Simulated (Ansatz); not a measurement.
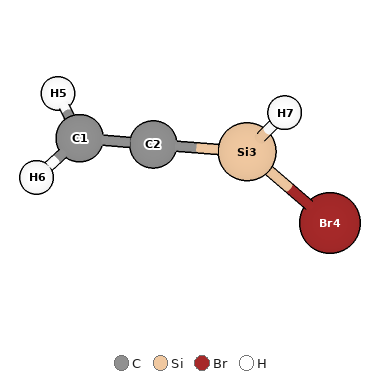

The system is C2H3BrSi, SMILES C=C=[SiH]Br; the picture shows the reference structure. First axis: umbrella angle at C1 (between each of its bonds and their common axis; 90 is planar). Second axis: change of the bonds C1–C2, C1–H5, C1–H6, all alike. Nothing is relaxed (all other coordinates rigid). The grid has 15 × 15 points. Points are written as (first, second). Energies: kcal/mol, counted from the lowest grid point. All numbers below come from RHF/def2-TZVP (Ansatz).

Its coordinates:

```yaml
atoms:
  - { symbol: C, position_ang: [-0.7683, 1.3646, 0.0702] }
  - { symbol: C, position_ang: [-0.0920, 0.2557, 0.0335] }
  - { symbol: Si, position_ang: [0.7841, -1.1498, -0.0057] }
  - { symbol: Br, position_ang: [-0.0015, -3.0334, -0.8236] }
  - { symbol: H, position_ang: [-0.7425, 2.0764, -0.7400] }
  - { symbol: H, position_ang: [-1.3882, 1.6279, 0.9130] }
  - { symbol: H, position_ang: [2.1452, -1.2963, 0.4862] }
```

Range: umbrella angle at C1 (between each of its bonds and their common axis; 90 is planar) from 66.0 to 114.0°; change of the bonds C1–C2, C1–H5, C1–H6, all alike from −0.127 to 0.196 Å.

Question: What will the energy surface look like?

Answer: The lowest grid point is at (90.0°, 0.012 Å). No other kind of well shows on this grid. The highest grid point, (114.0°, −0.127 Å), lies 78.4 kcal/mol above the lowest. Round the minimum the two coordinates are nearly uncoupled.

| second ↓, first → | 66.0 | 69.4 | 72.9 | 76.3 | 79.7 | 83.1 | 86.6 | 90.0 | 93.4 | 96.9 | 100.3 | 103.7 | 107.1 | 110.6 | 114.0 |
| --- | --- | --- | --- | --- | --- | --- | --- | --- | --- | --- | --- | --- | --- | --- | --- |
| 0.196 | 72.7 | 66.4 | 60.8 | 56.3 | 52.6 | 50.0 | 48.4 | 47.8 | 48.3 | 49.9 | 52.5 | 56.0 | 60.6 | 66.1 | 72.4 |
| 0.173 | 64.9 | 58.2 | 52.3 | 47.5 | 43.7 | 40.9 | 39.2 | 38.6 | 39.1 | 40.8 | 43.5 | 47.3 | 52.1 | 58.0 | 64.7 |
| 0.150 | 57.8 | 50.8 | 44.5 | 39.4 | 35.4 | 32.5 | 30.7 | 30.1 | 30.6 | 32.4 | 35.3 | 39.3 | 44.3 | 50.6 | 57.6 |
| 0.127 | 51.5 | 44.0 | 37.4 | 32.1 | 27.9 | 24.9 | 22.9 | 22.3 | 22.9 | 24.8 | 27.8 | 32.0 | 37.3 | 43.9 | 51.3 |
| 0.104 | 46.0 | 38.2 | 31.3 | 25.7 | 21.3 | 18.1 | 16.1 | 15.5 | 16.1 | 18.0 | 21.2 | 25.6 | 31.2 | 38.1 | 45.9 |
| 0.081 | 41.5 | 33.4 | 26.2 | 20.3 | 15.7 | 12.4 | 10.3 | 9.7 | 10.3 | 12.4 | 15.7 | 20.2 | 26.1 | 33.3 | 41.5 |
| 0.058 | 38.3 | 29.7 | 22.2 | 16.1 | 11.4 | 7.9 | 5.7 | 5.0 | 5.7 | 7.8 | 11.3 | 16.1 | 22.1 | 29.7 | 38.2 |
| 0.035 | 36.3 | 27.4 | 19.6 | 13.3 | 8.3 | 4.7 | 2.5 | 1.8 | 2.5 | 4.7 | 8.3 | 13.2 | 19.5 | 27.4 | 36.3 |
| 0.012 | 35.8 | 26.6 | 18.5 | 11.9 | 6.8 | 3.1 | 0.7 | 0.0 | 0.7 | 3.0 | 6.8 | 11.9 | 18.5 | 26.6 | 35.9 |
| −0.012 | 37.2 | 27.6 | 19.2 | 12.4 | 7.0 | 3.2 | 0.8 | 0.0 | 0.8 | 3.2 | 7.0 | 12.4 | 19.2 | 27.6 | 37.2 |
| −0.035 | 40.4 | 30.5 | 21.8 | 14.8 | 9.3 | 5.3 | 2.8 | 2.0 | 2.8 | 5.3 | 9.3 | 14.8 | 21.8 | 30.6 | 40.5 |
| −0.058 | 45.8 | 35.6 | 26.6 | 19.4 | 13.7 | 9.6 | 7.1 | 6.2 | 7.1 | 9.6 | 13.7 | 19.4 | 26.7 | 35.7 | 46.0 |
| −0.081 | 53.7 | 43.2 | 33.9 | 26.5 | 20.6 | 16.4 | 13.8 | 12.9 | 13.8 | 16.4 | 20.7 | 26.5 | 34.0 | 43.3 | 53.9 |
| −0.104 | 64.4 | 53.6 | 44.0 | 36.4 | 30.4 | 26.0 | 23.3 | 22.5 | 23.3 | 26.0 | 30.4 | 36.4 | 44.1 | 53.7 | 64.6 |
| −0.127 | 78.2 | 67.1 | 57.3 | 49.4 | 43.2 | 38.8 | 36.0 | 35.1 | 36.0 | 38.8 | 43.3 | 49.5 | 57.4 | 67.2 | 78.4 |

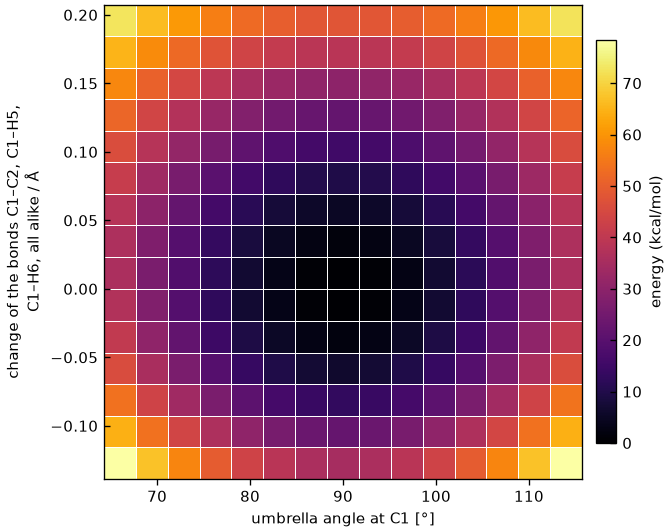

Drawn: one coloured cell a grid point.

Time for the 225 points that were run: 40 min on 1 thread of Arm Neoverse N1 (shared host).
